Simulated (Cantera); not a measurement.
A closed system holds: 1 mol Si, 2.3 mol NF3, 0.27 mol N2, equilibrated at 0.0133 bar.

Equilibrium computed with Cantera from the NASA thermochemical tables; the gas is ideal and each condensed phase is pure. Candidate condensed phases: Si, Si3N4; 16 gas species. The numbers say what is thermodynamically allowed, not how fast it happens.

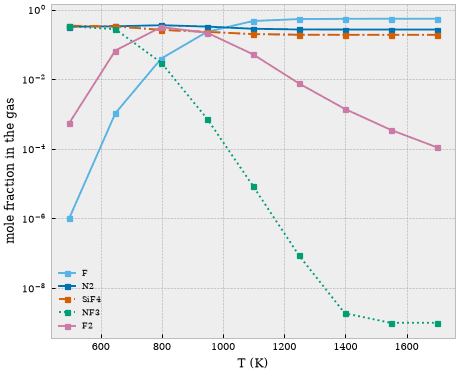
*Equilibrium gas composition (values under 1e-9 drawn at 1e-9)*

From 498 K to 1698 K nothing is condensed. The main Si-bearing gas is SiF4 throughout.
